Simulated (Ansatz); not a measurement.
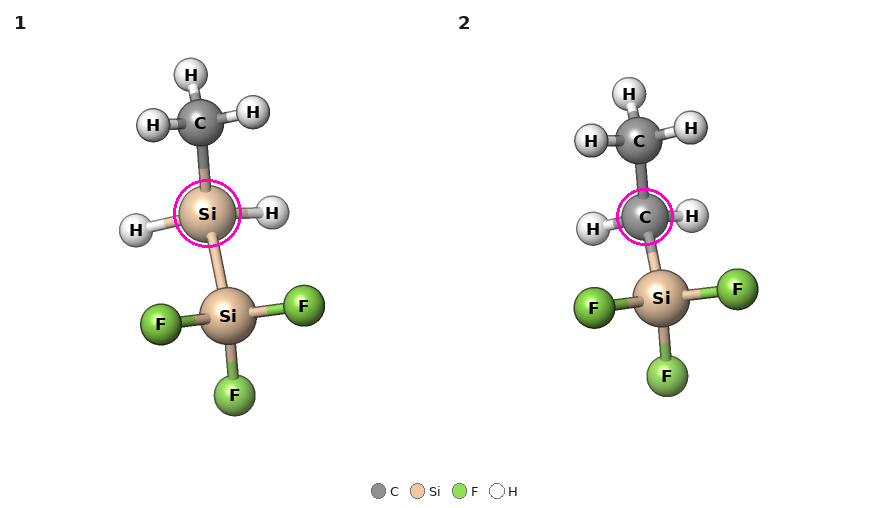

2 molecules with one skeleton, seen from the same side and at one scale; the atom that differs is circled. Charge 0, singlet. Computed geometries: PBE0-D4/def2-TZVP optimisations, one conformation each. Properties computed with Ansatz 0.2.0.

One atom differs, called X below: Si in panel 1, C in panel 2. Their formulas are CH5F3Si2 (`C[SiH2][Si](F)(F)F`), C2H5F3Si (`CC[Si](F)(F)F`).

**In which is the length of X–Si larger (PBE0-D4/def2-TZVP)?**

In panel 1 (X = Si).

**In which is the harmonic zero-point energy higher (PBE0-D4/def2-TZVP)?**

In panel 2 (X = C).

Give the values. With PBE0-D4/def2-TZVP: length of X–C (Å), mean length of X–H (Å), length of X–Si (Å), angle C–X–Si (°), harmonic zero-point energy (kJ/mol). With ωB97M-V/def2-SVP: HOMO energy (Kohn–Sham orbital) (eV), HOMO–LUMO gap (eV). With ωB97M-V/def2-TZVPP: dipole moment (D).

| quantity | 1 (Si) | 2 (C) | 2 − 1 |
| --- | --- | --- | --- |
| length of X–C (Å) | 1.871 | 1.530 | −0.341 |
| mean length of X–H (Å) | 1.487 | 1.095 | −0.392 |
| length of X–Si (Å) | 2.331 | 1.835 | −0.496 |
| angle C–X–Si (°) | 110.0 | 113.7 | +3.7 |
| HOMO energy (Kohn–Sham orbital) (eV) | −10.98 | −11.73 | −0.75 |
| HOMO–LUMO gap (eV) | 12.80 | 14.66 | +1.86 |
| dipole moment (D) | 2.76 | 2.48 | −0.28 |
| harmonic zero-point energy (kJ/mol) | 167.2 | 197.8 | +30.6 |
